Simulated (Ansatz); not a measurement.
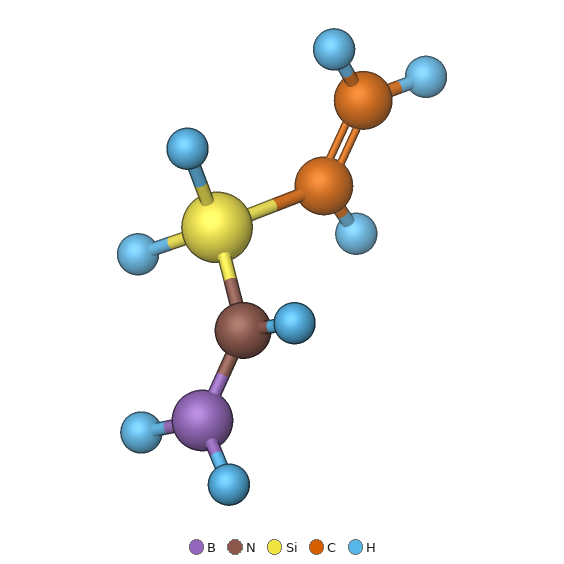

The computed structure is the end point of a PBE-D4/def2-SVP optimisation. No frequency run is at hand to confirm it as a minimum.

Give the structural formula.

SMILES: BN[SiH2]C=C

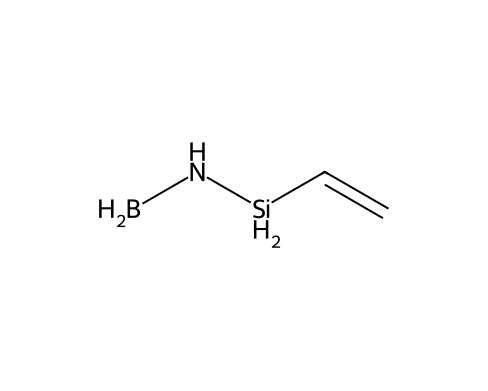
